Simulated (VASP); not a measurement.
Band structure of LaSe (relaxed from the CsCl type structure, space group Pm-3m). Level of theory: PBEsol GGA, VASP's PBE PAW potentials (set 64) (plane waves; VASP).

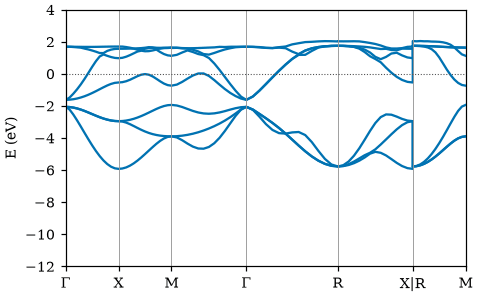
Figure: Bands along high-symmetry lines, zero at the valence-band maximum or, without a gap, the Fermi level

Question: Read the plot: is there a gap, and where are the band edges?

Answer: It has no gap at this level: it comes out as a metal or semimetal. (Edges off the drawn lines would not show.)

The structure was generated: LaSe was put into the CsCl type type (Pm-3m), which need not be its known phase. It was relaxed first, which changed the volume by -37 %. The electron count is odd and the run is not spin-polarised, which forces a metal.
